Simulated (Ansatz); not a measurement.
Partial pair distribution functions of a relaxed model of amorphous Pb12Si12O36, broadened by 0.06 Å; density 6.04 g/cm³. All values below come from PBE-D3(BJ), scalar-relativistic without spin-orbit coupling (plane waves to 420 eV, PAW; Ansatz, a quantum-chemistry and plane-wave program).

The cell was made by melting and quenching with the CHGNet potential and then relaxed with DFT. O atoms were pushed apart under 1.9 Å during the dynamics, to hinder bonds among them. The hot cell started wider than the set density and was brought back towards it in steps. It is the lowest in DFT energy of 2 quenches. It is a model cell: composition and starting density were chosen by hand, and all elements were melted together. The geometry includes D3(BJ) dispersion. Its density started from a set value of 5.52 and ended at 6.04 g/cm³. The simulated quench (nominally 110 K/ps over its main leg) is rapid and tends to freeze in more defects than a deposited or slowly cooled glass has. A cell of this size samples the disorder only roughly. The volume was free in the relaxation, at fixed shape. Stress components on the final sampling reach 1.0 GPa.

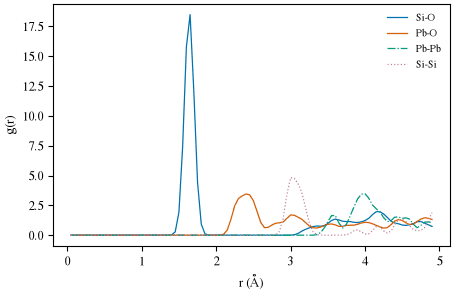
Figure: Partial pair distribution functions

Highest peaks under 4.5 Å: Si-O near 1.65 Å, Pb-O near 2.40 Å, Pb-Pb near 4.00 Å, Si-Si near 3.00 Å; pairs of few atoms are noisy.

Within 1.92 Å each Si has 4.00 O neighbours on average.
